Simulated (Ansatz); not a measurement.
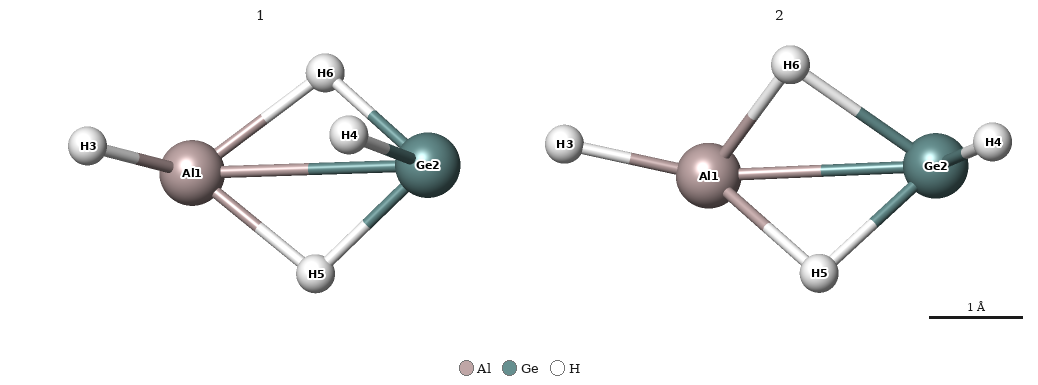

Two geometries of AlGeH4 (multiplicity 2), drawn at one scale. One is the start of a relaxation, the other its converged end. Style: ball-and-stick. Shown at a tilt.

Computed with UKS B3LYP/def2-SVP (Ansatz 0.2.0). (collinear spin; force threshold 0.02 eV/Å; at most 50 steps)

Which of the two is the end point?

Answer. Structure 1 is the relaxed one. The run prepares an end point of a later path (hydrogen shift) calculation, from a guessed geometry. H4 moves most after the best rigid fit: 1.35 Å. By element the largest moves are H 1.35 Å, Ge 0.36 Å, Al 0.05 Å. Some distances before and after: Al1–H5 2.008 → 1.792 Å, Ge2–H6 1.937 → 1.733 Å, Al1–Ge2 2.528 → 2.708 Å, Ge2–H5 1.805 → 1.733 Å. Bond angles that change, for instance: Al1–Ge2–H4 126.5° → 78.3°, Ge2–Al1–H3 157.7° → 114.5°, Al1–Ge2–H5 52.0° → 40.6°. The energy falls by 17.5 kcal/mol in 10 geometry steps. The largest force component goes from 0.62 to 0.0077 eV/Å.
